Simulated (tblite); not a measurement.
Run report: C₈H₁₆Si, geometry relaxation (part 1 of 4)

System: C₈H₁₆Si.
Method: GFN2-xTB geometry optimisation, gas phase (tblite 0.8.0).

It belongs to a series of runs on one base structure; here: H on C replaced by tBu.

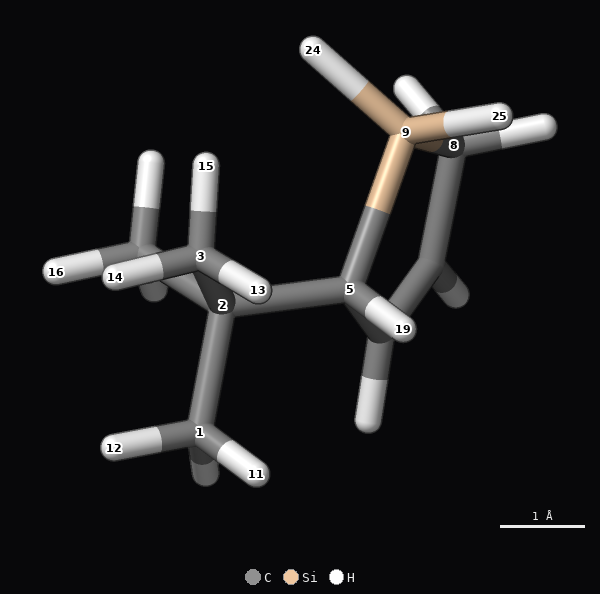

The input geometry (stick view, seen at a tilt; atoms are numbered from 1 in the order of the input). Bond lengths as drawn: C–C 1.35 to 1.58 Å, C–H 1.08 to 1.11 Å, C–Si 1.90 to 2.00 Å and H–Si 1.49 Å.

### Results in brief

- outcome: converged
- total energy: −734.6085 eV
- hardware: 1 CPU thread, shared host
- wall time: 0.71 s
- peak memory: 0.18 GiB

### Input file
```
{"job": {"kind": "relax", "xc": "GFN2-xTB", "basis": "xTB"}, "charge": 0, "multiplicity": 1}
C     -2.195400     0.206700     0.859700
C     -1.022900     0.477000    -0.108100
C     -1.113800     1.942700    -0.544200
C     -1.199300    -0.430400    -1.338300
C      0.325800     0.216200     0.672100
C      0.537100    -1.218800     1.142100
C      1.657800    -1.878900     0.787700
C      2.695000    -1.186300    -0.059900
Si     2.027100     0.570300    -0.327200
H     -2.273200    -0.845200     1.155400
H     -2.115300     0.805800     1.772600
H     -3.162900     0.467200     0.391400
H     -0.977700     2.629300     0.307200
H     -2.107400     2.159200    -0.973800
H     -0.391900     2.204200    -1.317600
H     -2.169300    -0.253400    -1.798800
H     -1.168400    -1.495000    -1.054100
H     -0.429300    -0.268100    -2.086500
H      0.379200     0.881100     1.546800
H     -0.192900    -1.684800     1.792800
H      1.833900    -2.893700     1.127500
H      2.798400    -1.706400    -1.019700
H      3.661000    -1.154400     0.460500
H      1.764900     0.871500    -1.763500
H      2.828600     1.608200     0.385000
```

The first line tells a small driver script what to run in tblite; the rest is the geometry in Å.

Launch command:
```bash
OMP_NUM_THREADS=1 python <driver script> task.json out
```

### What the program printed
```
step      E/eV     max force
  0    -734.36657    1.386
  1    -734.45029    1.020
  2    -734.50536    0.509
  3    -734.53588    0.563
  4    -734.55958    0.365
  5    -734.56874    0.235
  6    -734.57715    0.181
  7    -734.58342    0.249
  8    -734.58871    0.206
  9    -734.59178    0.096
 10    -734.59378    0.092
 11    -734.59548    0.107
 12    -734.59734    0.110
 13    -734.59921    0.101
 14    -734.60089    0.083
 15    -734.60227    0.082
 16    -734.60344    0.081
 17    -734.60433    0.066
 18    -734.60493    0.044
 19    -734.60533    0.038
 20    -734.60562    0.036
 21    -734.60583    0.029
 22    -734.60601    0.029
 23    -734.60621    0.036
 24    -734.60648    0.055
 25    -734.60681    0.056
 26    -734.60708    0.043
 27    -734.60725    0.025
 28    -734.60738    0.023
 29    -734.60753    0.038
 30    -734.60772    0.039
 31    -734.60788    0.024
 32    -734.60799    0.021
 33    -734.60807    0.018
 34    -734.60814    0.022
 35    -734.60821    0.019
 36    -734.60827    0.018
 37    -734.60833    0.018
 38    -734.60839    0.016
 39    -734.60845    0.016
 40    -734.60849    0.012
 41    -734.60853    0.010
```

### Trajectory as extended XYZ (Å, eV, eV/Å), 33 of the 42 frames kept, from step=0 to step=41
```
25
Properties=species:S:1:pos:R:3:forces:R:3 step=0 energy=-734.36657
C    -2.1954    0.2067    0.8597   -0.5140   0.0290  -0.0070
C    -1.0229    0.4770   -0.1081    0.1970  -0.2590   0.6720
C    -1.1138    1.9427   -0.5442   -0.2990   0.4300   0.0180
C    -1.1993   -0.4304   -1.3383    0.1370  -0.4220   0.3830
C     0.3258    0.2162    0.6721    0.7940  -0.1280  -0.9720
C     0.5371   -1.2188    1.1421    0.9920  -0.0660  -0.5750
C     1.6578   -1.8789    0.7877   -1.0410   0.8390   0.3670
C     2.6950   -1.1863   -0.0599   -0.2180   0.0040   0.0550
Si    2.0271    0.5703   -0.3272   -1.1910   0.1810   0.3040
H    -2.2732   -0.8452    1.1554    0.2000   0.2280  -0.1400
H    -2.1153    0.8058    1.7726    0.1120  -0.0900  -0.2060
H    -3.1629    0.4672    0.3914    0.4710  -0.0710   0.1010
H    -0.9777    2.6293    0.3072    0.0290  -0.3470  -0.3070
H    -2.1074    2.1592   -0.9738    0.3170  -0.1990   0.2300
H    -0.3919    2.2042   -1.3176    0.1170  -0.1550   0.1850
H    -2.1693   -0.2534   -1.7988    0.0220   0.1010   0.0250
H    -1.1684   -1.4950   -1.0541    0.0690   0.4200   0.0030
H    -0.4293   -0.2681   -2.0865    0.0580   0.1000   0.0640
H     0.3792    0.8811    1.5468   -0.4260  -0.1760  -0.1030
H    -0.1929   -1.6848    1.7928   -0.0010   0.0950  -0.1490
H     1.8339   -2.8937    1.1275    0.0680   0.1230  -0.0940
H     2.7984   -1.7064   -1.0197    0.2510  -0.0680   0.3060
H     3.6610   -1.1544    0.4605   -0.1740  -0.3160  -0.2490
H     1.7649    0.8715   -1.7635    0.2420   0.0100   0.4140
H     2.8286    1.6082    0.3850   -0.2150  -0.2620  -0.3250
25
Properties=species:S:1:pos:R:3:forces:R:3 step=1 energy=-734.45029
C    -2.2027    0.2071    0.8596   -0.0020  -0.0120   0.0960
C    -1.0201    0.4733   -0.0985    0.0730  -0.0790   0.2430
C    -1.1181    1.9488   -0.5440    0.0240  -0.0930   0.0310
C    -1.1973   -0.4364   -1.3328    0.0600   0.0650   0.1890
C     0.3371    0.2144    0.6582    0.3910   0.0450  -0.4480
C     0.5512   -1.2197    1.1339   -0.7960   0.6260   0.1220
C     1.6429   -1.8669    0.7929    0.7450  -0.3690  -0.1560
C     2.6919   -1.1862   -0.0591   -0.3250   0.1310   0.0850
Si    2.0101    0.5729   -0.3229   -0.7760   0.0900   0.1780
H    -2.2703   -0.8419    1.1533    0.1410   0.1080  -0.0890
H    -2.1137    0.8045    1.7697    0.0700  -0.0450  -0.1140
H    -3.1561    0.4662    0.3928    0.1720   0.0100  -0.0530
H    -0.9772    2.6244    0.3029    0.0430  -0.1440  -0.0990
H    -2.1028    2.1563   -0.9705    0.0640  -0.1350   0.1180
H    -0.3902    2.2020   -1.3149    0.0890  -0.1380   0.1740
H    -2.1690   -0.2519   -1.7984    0.1340   0.0600   0.1020
H    -1.1674   -1.4890   -1.0541    0.0780   0.0640   0.0930
H    -0.4285   -0.2667   -2.0856    0.0060   0.0700   0.1470
H     0.3731    0.8786    1.5453   -0.3440  -0.3000  -0.2620
H    -0.1930   -1.6834    1.7907    0.2060   0.2580  -0.3430
H     1.8348   -2.8919    1.1262   -0.0290   0.3710  -0.1330
H     2.8020   -1.7074   -1.0153    0.1830  -0.0900   0.2600
H     3.6585   -1.1589    0.4570   -0.1730  -0.2780  -0.1820
H     1.7683    0.8717   -1.7575    0.1970   0.0260   0.3370
H     2.8256    1.6044    0.3804   -0.2310  -0.2410  -0.2950
25
Properties=species:S:1:pos:R:3:forces:R:3 step=3 energy=-734.53588
C    -2.2030    0.2068    0.8635    0.2610   0.0140  -0.0440
C    -1.0160    0.4695   -0.0864   -0.0240   0.0770  -0.2220
C    -1.1176    1.9447   -0.5420    0.1170  -0.2730   0.0700
C    -1.1938   -0.4346   -1.3221    0.0260   0.1060   0.0430
C     0.3523    0.2167    0.6359   -0.5260   0.0240   0.2000
C     0.5465   -1.2047    1.1263   -0.0120   0.0250  -0.1150
C     1.6466   -1.8622    0.7942    0.0320   0.0920  -0.0570
C     2.6778   -1.1797   -0.0562   -0.0580   0.1440  -0.0520
Si    1.9713    0.5775   -0.3143    0.1300  -0.0490  -0.0890
H    -2.2626   -0.8370    1.1489    0.0720  -0.1200   0.0150
H    -2.1098    0.8027    1.7647    0.0440   0.0740   0.1210
H    -3.1463    0.4667    0.3900    0.0280   0.0410  -0.1060
H    -0.9748    2.6166    0.2979    0.0560   0.0230   0.1020
H    -2.0991    2.1487   -0.9641   -0.0570  -0.1030   0.0270
H    -0.3849    2.1942   -1.3058    0.1070  -0.1240   0.0720
H    -2.1623   -0.2484   -1.7929    0.0990   0.0520   0.1210
H    -1.1631   -1.4847   -1.0490    0.0730  -0.0600   0.1220
H    -0.4277   -0.2626   -2.0777    0.0350   0.0700   0.1620
H     0.3546    0.8639    1.5318   -0.1840  -0.1260  -0.1500
H    -0.1872   -1.6715    1.7761   -0.0380   0.2130  -0.1650
H     1.8351   -2.8784    1.1209    0.0030   0.0850   0.0000
H     2.8119   -1.7119   -1.0016    0.0370  -0.0540   0.1140
H     3.6493   -1.1732    0.4469   -0.1140  -0.0890  -0.0580
H     1.7789    0.8734   -1.7400    0.0880   0.0730   0.0680
H     2.8128    1.5915    0.3643   -0.1950  -0.1170  -0.1770
25
Properties=species:S:1:pos:R:3:forces:R:3 step=4 energy=-734.55958
C    -2.1961    0.2070    0.8638    0.0360   0.0120  -0.0420
C    -1.0150    0.4701   -0.0876   -0.0670  -0.0180  -0.1070
C    -1.1142    1.9357   -0.5394    0.0050   0.0500   0.0250
C    -1.1916   -0.4311   -1.3167    0.0340  -0.1060  -0.0110
C     0.3439    0.2183    0.6326   -0.3470  -0.1020   0.0460
C     0.5459   -1.1988    1.1197    0.0160  -0.0630  -0.1100
C     1.6474   -1.8568    0.7936   -0.0970   0.1300  -0.0520
C     2.6708   -1.1732   -0.0566    0.0800   0.0320  -0.0910
Si    1.9596    0.5780   -0.3134    0.1980  -0.1050  -0.0930
H    -2.2577   -0.8383    1.1475    0.0720  -0.0770   0.0140
H    -2.1070    0.8040    1.7659    0.0500   0.0490   0.0890
H    -3.1417    0.4680    0.3861    0.1120   0.0050  -0.0310
H    -0.9723    2.6142    0.2986    0.0460  -0.0330   0.0710
H    -2.0991    2.1429   -0.9609    0.0400  -0.1110   0.0390
H    -0.3799    2.1879   -1.3003    0.0970  -0.1210   0.0380
H    -2.1571   -0.2456   -1.7876    0.0110   0.0510   0.0750
H    -1.1595   -1.4846   -1.0438    0.0630   0.0330   0.0950
H    -0.4265   -0.2591   -2.0702    0.0870   0.0730   0.1050
H     0.3424    0.8547    1.5224   -0.1600   0.0810   0.1090
H    -0.1861   -1.6611    1.7662   -0.1460   0.1170  -0.0560
H     1.8353   -2.8710    1.1189    0.0120   0.0210   0.0340
H     2.8168   -1.7150   -0.9931   -0.0350  -0.0380   0.0080
H     3.6426   -1.1812    0.4413   -0.0430   0.0150   0.0240
H     1.7854    0.8760   -1.7312    0.0410   0.0960  -0.1050
H     2.8026    1.5833    0.3532   -0.1040   0.0090  -0.0720
25
Properties=species:S:1:pos:R:3:forces:R:3 step=5 energy=-734.56874
C    -2.1927    0.2072    0.8636   -0.0540  -0.0050   0.0070
C    -1.0158    0.4699   -0.0895   -0.0710  -0.0370  -0.0200
C    -1.1127    1.9331   -0.5380   -0.0170   0.1160   0.0070
C    -1.1902   -0.4312   -1.3147    0.0180  -0.1230  -0.0280
C     0.3358    0.2173    0.6313   -0.0960  -0.0590  -0.0140
C     0.5449   -1.1970    1.1154   -0.0510  -0.0600  -0.0780
C     1.6469   -1.8530    0.7923   -0.0800   0.0620  -0.0500
C     2.6691   -1.1701   -0.0581    0.0910  -0.0410  -0.0690
Si    1.9572    0.5765   -0.3143    0.0970  -0.0960  -0.0790
H    -2.2543   -0.8398    1.1471    0.0670  -0.0250   0.0070
H    -2.1050    0.8051    1.7676    0.0490   0.0130   0.0320
H    -3.1379    0.4686    0.3839    0.1070  -0.0070  -0.0040
H    -0.9704    2.6125    0.3000    0.0400  -0.0490   0.0580
H    -2.0984    2.1386   -0.9588    0.0540  -0.0870   0.0270
H    -0.3763    2.1831   -1.2972    0.0870  -0.1040   0.0220
H    -2.1546   -0.2436   -1.7840   -0.0220   0.0320   0.0400
H    -1.1568   -1.4841   -1.0399    0.0580   0.0310   0.0810
H    -0.4245   -0.2564   -2.0653    0.1080   0.0620   0.0660
H     0.3344    0.8523    1.5205   -0.1500   0.1080   0.1450
H    -0.1880   -1.6548    1.7609   -0.1760   0.0540  -0.0120
H     1.8356   -2.8672    1.1185    0.0090   0.0350   0.0330
H     2.8183   -1.7171   -0.9894   -0.0530  -0.0430  -0.0580
H     3.6392   -1.1844    0.4394    0.0100   0.0540   0.0620
H     1.7889    0.8787   -1.7293    0.0260   0.0960  -0.1570
H     2.7966    1.5801    0.3474   -0.0510   0.0720  -0.0170
25
Properties=species:S:1:pos:R:3:forces:R:3 step=6 energy=-734.57715
C    -2.1904    0.2071    0.8642   -0.0800  -0.0210   0.0510
C    -1.0181    0.4690   -0.0916   -0.0330  -0.0230   0.0640
C    -1.1112    1.9324   -0.5366   -0.0070   0.0760   0.0020
C    -1.1887   -0.4330   -1.3136    0.0030  -0.0600  -0.0210
C     0.3273    0.2159    0.6299    0.1450   0.0360  -0.0250
C     0.5421   -1.1963    1.1101   -0.1100  -0.0350  -0.0340
C     1.6455   -1.8489    0.7899   -0.0500  -0.0210  -0.0370
C     2.6691   -1.1682   -0.0608    0.0540  -0.1020  -0.0240
Si    1.9562    0.5731   -0.3167   -0.0300  -0.0330  -0.0740
H    -2.2498   -0.8415    1.1467    0.0500   0.0180   0.0040
H    -2.1022    0.8063    1.7695    0.0410  -0.0250  -0.0230
H    -3.1325    0.4692    0.3816    0.0490  -0.0110   0.0130
H    -0.9679    2.6100    0.3027    0.0320  -0.0490   0.0460
H    -2.0969    2.1330   -0.9565    0.0380  -0.0340  -0.0010
H    -0.3711    2.1766   -1.2939    0.0670  -0.0740   0.0120
H    -2.1527   -0.2412   -1.7800   -0.0380  -0.0040  -0.0040
H    -1.1532   -1.4836   -1.0346    0.0490   0.0000   0.0590
H    -0.4204   -0.2528   -2.0594    0.1040   0.0370   0.0340
H     0.3239    0.8518    1.5212   -0.1250   0.0670   0.0930
H    -0.1933   -1.6479    1.7558   -0.1710  -0.0060   0.0080
H     1.8360   -2.8627    1.1187    0.0030   0.0470   0.0280
H     2.8186   -1.7199   -0.9874   -0.0510  -0.0510  -0.1110
H     3.6363   -1.1862    0.4390    0.0540   0.0740   0.0800
H     1.7927    0.8832   -1.7308    0.0180   0.0820  -0.1600
H     2.7901    1.5787    0.3417   -0.0140   0.1080   0.0200
25
Properties=species:S:1:pos:R:3:forces:R:3 step=8 energy=-734.58871
C    -2.1895    0.2057    0.8673    0.0100  -0.0150   0.0230
C    -1.0218    0.4677   -0.0916    0.0770   0.0120   0.0840
C    -1.1084    1.9327   -0.5343    0.0280  -0.0650   0.0140
C    -1.1863   -0.4366   -1.3129    0.0130   0.0680   0.0420
C     0.3223    0.2173    0.6290    0.1870   0.0870   0.0060
C     0.5325   -1.1973    1.1014   -0.0720   0.0290   0.0320
C     1.6403   -1.8449    0.7849   -0.0360  -0.0720   0.0030
C     2.6713   -1.1710   -0.0656   -0.0520  -0.0570   0.0180
Si    1.9544    0.5681   -0.3250   -0.0750   0.0860  -0.0540
H    -2.2414   -0.8435    1.1470    0.0000   0.0190   0.0210
H    -2.0962    0.8066    1.7713    0.0110  -0.0380  -0.0290
H    -3.1245    0.4695    0.3791   -0.0710  -0.0130   0.0300
H    -0.9627    2.6045    0.3093    0.0150  -0.0290   0.0060
H    -2.0936    2.1244   -0.9543    0.0140   0.0580  -0.0390
H    -0.3605    2.1639   -1.2886    0.0130  -0.0170   0.0220
H    -2.1518   -0.2390   -1.7751    0.0080  -0.0690  -0.0500
H    -1.1454   -1.4838   -1.0241    0.0270  -0.0120  -0.0010
H    -0.4095   -0.2461   -2.0490    0.0250  -0.0180   0.0230
H     0.3031    0.8539    1.5257   -0.0220  -0.0290  -0.0320
H    -0.2101   -1.6390    1.7487   -0.0770  -0.0450  -0.0350
H     1.8365   -2.8544    1.1209   -0.0170   0.0020   0.0230
H     2.8163   -1.7269   -0.9912   -0.0140  -0.0360  -0.0690
H     3.6353   -1.1843    0.4428    0.0170   0.0500   0.0250
H     1.7989    0.8939   -1.7416    0.0150   0.0340  -0.0730
H     2.7799    1.5829    0.3349   -0.0230   0.0710   0.0090
25
Properties=species:S:1:pos:R:3:forces:R:3 step=9 energy=-734.59178
C    -2.1893    0.2050    0.8686    0.0370  -0.0050  -0.0060
C    -1.0212    0.4675   -0.0898    0.0710   0.0110   0.0370
C    -1.1072    1.9319   -0.5333    0.0260  -0.0680   0.0150
C    -1.1853   -0.4366   -1.3119    0.0230   0.0600   0.0510
C     0.3247    0.2194    0.6291    0.0750   0.0410   0.0170
C     0.5286   -1.1975    1.0995   -0.0130   0.0360   0.0400
C     1.6373   -1.8450    0.7835   -0.0340  -0.0450   0.0110
C     2.6712   -1.1734   -0.0668   -0.0720   0.0010   0.0070
Si    1.9531    0.5684   -0.3290   -0.0220   0.0790  -0.0390
H    -2.2390   -0.8438    1.1477   -0.0150   0.0030   0.0270
H    -2.0942    0.8058    1.7714    0.0000  -0.0250  -0.0030
H    -3.1237    0.4692    0.3791   -0.0680  -0.0180   0.0390
H    -0.9608    2.6022    0.3114    0.0090  -0.0190  -0.0080
H    -2.0922    2.1233   -0.9546    0.0260   0.0660  -0.0350
H    -0.3571    2.1598   -1.2866    0.0000  -0.0030   0.0270
H    -2.1516   -0.2399   -1.7749    0.0420  -0.0760  -0.0400
H    -1.1425   -1.4839   -1.0212    0.0210   0.0070  -0.0190
H    -0.4056   -0.2446   -2.0456   -0.0060  -0.0290   0.0270
H     0.2967    0.8544    1.5269    0.0270  -0.0340  -0.0400
H    -0.2173   -1.6377    1.7461   -0.0350  -0.0310  -0.0600
H     1.8363   -2.8523    1.1223   -0.0290  -0.0290   0.0230
H     2.8150   -1.7297   -0.9942   -0.0030  -0.0150  -0.0090
H     3.6356   -1.1821    0.4448   -0.0360   0.0290  -0.0160
H     1.8008    0.8979   -1.7471    0.0130   0.0190  -0.0370
H     2.7766    1.5861    0.3335   -0.0370   0.0450  -0.0090
25
Properties=species:S:1:pos:R:3:forces:R:3 step=10 energy=-734.59378
C    -2.1888    0.2045    0.8691    0.0330   0.0000  -0.0170
C    -1.0195    0.4675   -0.0879    0.0290   0.0030  -0.0060
C    -1.1062    1.9304   -0.5324    0.0170  -0.0340   0.0100
C    -1.1842   -0.4358   -1.3103    0.0290   0.0200   0.0360
C     0.3277    0.2212    0.6294   -0.0220  -0.0080   0.0150
C     0.5262   -1.1970    1.0992    0.0300   0.0240   0.0340
C     1.6346   -1.8459    0.7829   -0.0260  -0.0140   0.0100
C     2.6699   -1.1749   -0.0674   -0.0690   0.0390  -0.0080
Si    1.9522    0.5701   -0.3321    0.0230   0.0430  -0.0240
H    -2.2379   -0.8438    1.1487   -0.0190  -0.0080   0.0260
H    -2.0930    0.8049    1.7713   -0.0060  -0.0110   0.0180
H    -3.1244    0.4686    0.3801   -0.0370  -0.0230   0.0450
H    -0.9595    2.6004    0.3125    0.0070  -0.0100  -0.0100
H    -2.0907    2.1239   -0.9554    0.0410   0.0550  -0.0230
H    -0.3551    2.1573   -1.2850    0.0020   0.0030   0.0240
H    -2.1507   -0.2420   -1.7756    0.0620  -0.0650  -0.0220
H    -1.1404   -1.4837   -1.0199    0.0190   0.0190  -0.0200
H    -0.4033   -0.2443   -2.0431   -0.0120  -0.0260   0.0240
H     0.2936    0.8543    1.5271    0.0600  -0.0150  -0.0200
H    -0.2223   -1.6377    1.7436   -0.0130  -0.0140  -0.0700
H     1.8356   -2.8518    1.1236   -0.0380  -0.0430   0.0190
H     2.8140   -1.7316   -0.9962   -0.0030   0.0050   0.0380
H     3.6351   -1.1802    0.4457   -0.0760   0.0160  -0.0420
H     1.8022    0.9007   -1.7513    0.0120   0.0120  -0.0170
H     2.7740    1.5891    0.3326   -0.0420   0.0320  -0.0210
25
Properties=species:S:1:pos:R:3:forces:R:3 step=12 energy=-734.59734
C    -2.1868    0.2036    0.8696   -0.0180  -0.0040   0.0140
C    -1.0161    0.4673   -0.0850   -0.0670  -0.0120  -0.0390
C    -1.1035    1.9272   -0.5307    0.0020   0.0540  -0.0070
C    -1.1806   -0.4343   -1.3060    0.0250  -0.0660  -0.0250
C     0.3316    0.2234    0.6300   -0.0970  -0.0510  -0.0090
C     0.5239   -1.1949    1.1005    0.0440  -0.0160  -0.0020
C     1.6292   -1.8481    0.7825    0.0090   0.0250   0.0030
C     2.6634   -1.1749   -0.0690   -0.0300   0.0460  -0.0170
Si    1.9511    0.5747   -0.3384    0.0250  -0.0340   0.0080
H    -2.2371   -0.8442    1.1516   -0.0100  -0.0130   0.0130
H    -2.0913    0.8026    1.7722   -0.0050   0.0070   0.0320
H    -3.1270    0.4660    0.3847    0.0300  -0.0240   0.0400
H    -0.9569    2.5968    0.3138    0.0080   0.0120   0.0090
H    -2.0853    2.1281   -0.9580    0.0420   0.0180  -0.0030
H    -0.3512    2.1534   -1.2810    0.0300   0.0100   0.0020
H    -2.1453   -0.2493   -1.7780    0.0440  -0.0210   0.0030
H    -1.1355   -1.4824   -1.0186    0.0260  -0.0090   0.0080
H    -0.3998   -0.2451   -2.0377    0.0250  -0.0040  -0.0060
H     0.2924    0.8536    1.5268    0.0900   0.0330   0.0280
H    -0.2314   -1.6383    1.7348    0.0010   0.0070  -0.0450
H     1.8317   -2.8532    1.1267   -0.0470  -0.0230  -0.0080
H     2.8122   -1.7342   -0.9968   -0.0190   0.0250   0.0620
H     3.6290   -1.1760    0.4444   -0.0850   0.0090  -0.0420
H     1.8053    0.9061   -1.7590    0.0080   0.0030   0.0080
H     2.7672    1.5962    0.3296   -0.0310   0.0280  -0.0260
```
